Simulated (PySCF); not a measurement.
SMILES C#Cc1ccc(F)s1 (C₆H₃FS) at its GFN2-xTB optimised geometry (Å):

```
11

C      0.1323     2.4453    -0.0038
C      0.0039     1.2501    -0.0014
C     -0.1656    -0.1381    -0.0003
C      0.8061    -1.1001     0.0000
C      0.2926    -2.4125     0.0000
C     -1.0645    -2.4125     0.0000
F     -1.8555    -3.4859     0.0000
S     -1.7681    -0.8342     0.0000
H      0.2616     3.4859    -0.0047
H      1.8555    -0.8679     0.0000
H      0.8888    -3.3058    -0.0001
```

Calculation: PBE/def2-TZVP run with PySCF.

Map of the Laplacian of the electron density (e/bohr⁵) on the plane z = 1.2 Å:

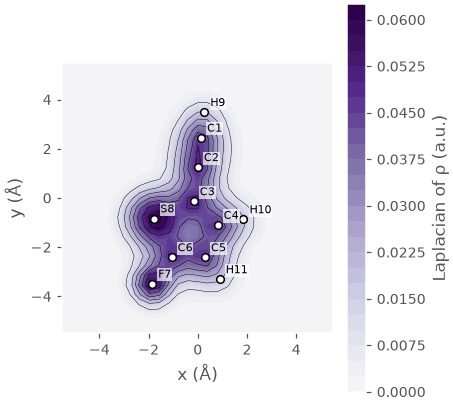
Fig. 1. Laplacian of the electron density (e/bohr⁵) on the plane z = 1.2 Å.
